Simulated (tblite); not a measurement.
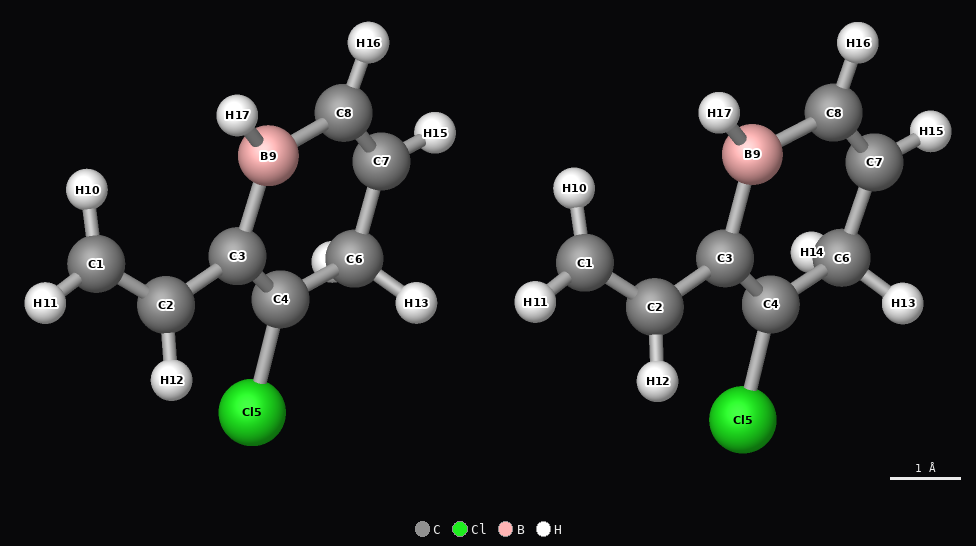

Two geometries of C7H8BCl, drawn at one scale. One is the start of a relaxation, the other its converged end. The picture is a ball-and-stick view, seen from a free direction.

Computed with GFN2-xTB geometry optimisation, gas phase (tblite 0.8.0). 

Q: Which geometry has the lower energy?

A: The left one is the relaxed one. Over 66 geometry steps the energy falls by 0.165 eV. H14 moves most after the best rigid fit: 0.19 Å. Largest moves by element: H 0.19 Å, Cl 0.13 Å, B 0.10 Å, C 0.08 Å. Near-neighbour distances that change, for instance: C2–C3 1.498 → 1.464 Å, C4–C6 1.521 → 1.487 Å, C3–B9 1.575 → 1.550 Å, C6–C7 1.509 → 1.486 Å. Bond angles that change, for instance: C3–C2–H12 119.8° → 116.1°, Cl5–C4–C6 115.6° → 112.0°, C6–C7–H15 118.1° → 114.5°. The run took 1.6 s on 1 thread of Intel(R) Xeon(R) Processor @ 2.50GHz (shared host).
